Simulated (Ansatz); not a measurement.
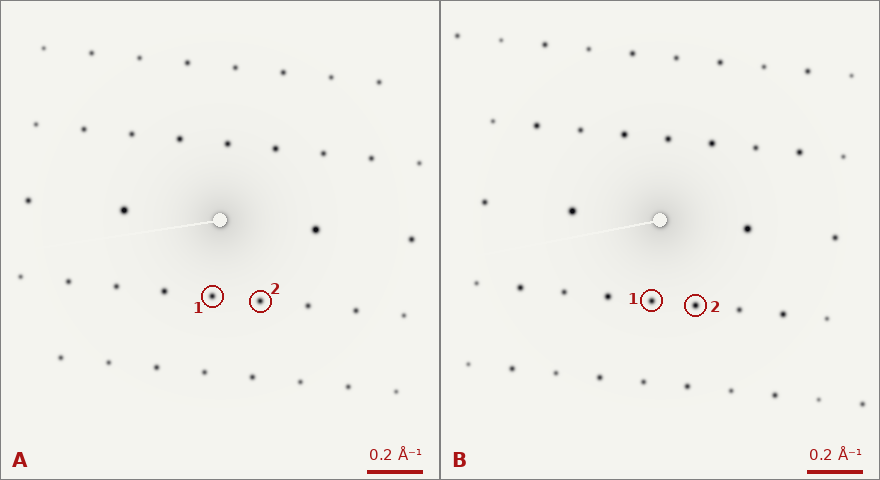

Kinematic electron diffraction patterns (120 kV, B = 0.5 Å², same scale) along [100] of the run's own cell, for the start and the end of one relaxation of TlB with DFT PBE, scalar-relativistic, plane waves, PAW (Ansatz 0.2.0). k mesh 12×12×8. The start is a generated model structure, and the relaxation ends in the nearest stationary point of its symmetry, not necessarily the ground state. Spot 1 is 0 -1 0 and spot 2 is 0 -1 -1 in both.

Start structure:

```
CELL_PARAMETERS angstrom
3.83513 0.00000 0.00000
-1.91756 3.32132 0.00000
0.00000 0.00000 6.14183
ATOMIC_POSITIONS crystal
Tl 0.33333 0.66667 0.00000
Tl 0.66667 0.33333 0.50000
B 0.33333 0.66667 0.38210
B 0.66667 0.33333 0.88210
```

Question: Which pattern belongs to the start structure, and which to the relaxed one?

Answer: B is the start: its cell gives d(1) = 3.321 Å, d(2) = 2.922 Å and an angle of 28.4°. A is the relaxed structure, with d(1) = 3.532 Å (+6.4 %), d(2) = 2.990 Å (+2.3 %) and 32.2°.

Question: Name reflections whose intensity changes strongly on relaxation.

Answer: 0 1 3 goes from 36 to 16 % of the strongest spot.

Question: What did the relaxation do to the structure and the energy?

Answer: The volume changed by +3.4 % to 20.22 Å³ an atom; with the mean shift removed, the atoms moved by up to 0.33 Å relative to the cell (B most); the space group went from P6_3mc (No. 186) to P6_3/mmc (No. 194); the free energy fell by 77 meV an atom. Relaxed cell: a = 4.079 Å, b = 4.079 Å, c = 5.615 Å, α = 90.00°, β = 90.00°, γ = 120.00°.
